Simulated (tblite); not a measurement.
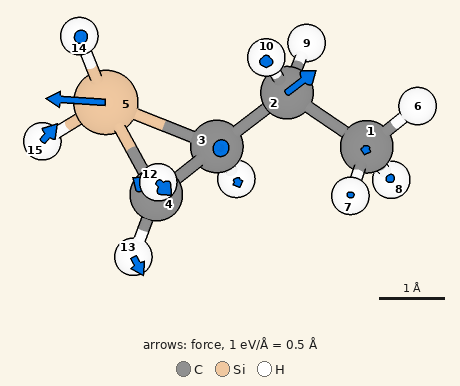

Starting geometry of C4H10Si with the computed forces as blue arrows. The picture is a ball-and-stick view, seen from a free direction.

These are results of GFN2-xTB geometry optimisation, gas phase (tblite), not measurements. 

**What follows when this structure is relaxed?**

It isn't relaxed: the largest force vector, on the Si atom, is 1.90 eV/Å. The final displacements follow the starting forces only in part (cosine between the two patterns 0.42). The energy falls by 33.4 kJ/mol in 54 geometry steps. The largest moves after the best rigid fit, 0.24 Å, are those of H atoms. Largest moves by element: H 0.24 Å, Si 0.18 Å, C 0.08 Å. Some distances before and after: C–C 1.495 → 1.536 Å, H–Si 1.491 → 1.451 Å, C–Si 1.849 → 1.888 Å, C–C 1.478 → 1.511 Å. Among the angles between lasting bonds that change: C–Si–H 107.0° → 118.5°, C–Si–H 107.7° → 118.3°, Si–C–H 112.5° → 119.5°. The run took 0.43 s on 1 thread of Arm Neoverse N1, on a shared host.
